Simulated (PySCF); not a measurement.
**C₅H₁₀AlFO: electronic excitations**

What electronic excitations should C₅H₁₀AlFO (`C=[C](OC(C)C)[AlH][F]`) show?

Computed with PySCF 2.14.0, with density-fitted response routines of our own, on a single molecule in the gas phase. Atoms are numbered from 0 throughout.

## Step 1: The starting structure

18 atoms, charge 0, multiplicity 1; geometry from: GFN2-xTB.

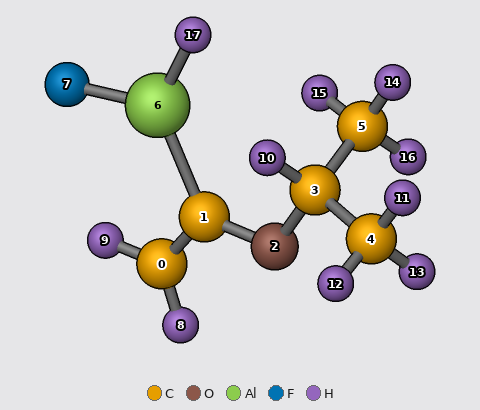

As it starts; carbon amber, oxygen brown, aluminium green, fluorine blue, hydrogen purple, atoms numbered.

## Step 2: TDDFT and polarisability: PBE0/def2-SVPD

Job settings and geometry (Å):

```
{"job": {"kind": "uv", "xc": "PBE0", "basis": "def2-SVPD", "nstates": 8, "ntriplets": 3}, "charge": 0, "multiplicity": 1}
C      2.067262    -0.953488    -1.795654
C      1.245501    -0.426485    -0.877578
O      0.028396     0.062029    -1.254959
C     -0.758533     0.550378    -0.186575
C     -1.805399     1.491673    -0.768934
C     -1.393040    -0.605347     0.580900
Al     1.931505    -0.434223     0.994498
F      3.486175    -0.928480     1.224290
H      1.816132    -1.023866    -2.842438
H      3.038293    -1.313107    -1.489714
H     -0.091718     1.110523     0.501723
H     -2.418017     1.910929     0.023791
H     -1.319431     2.299130    -1.309800
H     -2.440547     0.946395    -1.462257
H     -1.986787    -0.231789     1.410079
H     -0.606824    -1.257622     0.975452
H     -2.025072    -1.189409    -0.083722
H      1.223345    -0.000924     2.282594
```

With the program's defaults for keys left out, this is: TDDFT PBE0/def2-SVPD, vertical, gas phase, core orbitals frozen in the response.

The run is started by

```console
$ OMP_NUM_THREADS=1 python probes_run.py task.json out
```

This one command runs all jobs of the session in turn.

Predict these results of the whole session: lowest singlet (PBE0/def2-SVPD); lowest triplet.

As calculated:

| quantity | value |
| --- | --- |
| lowest singlet (PBE0/def2-SVPD) | 4.60 eV (270 nm), f = 0.085 |
| lowest triplet | 3.32 eV |

In words: The lowest singlet, at 4.60 eV, is HOMO→LUMO 0.98 and is bright. The lowest triplet lies 1.28 eV below the lowest singlet (triplets in Tamm-Dancoff, singlets in full TDDFT).
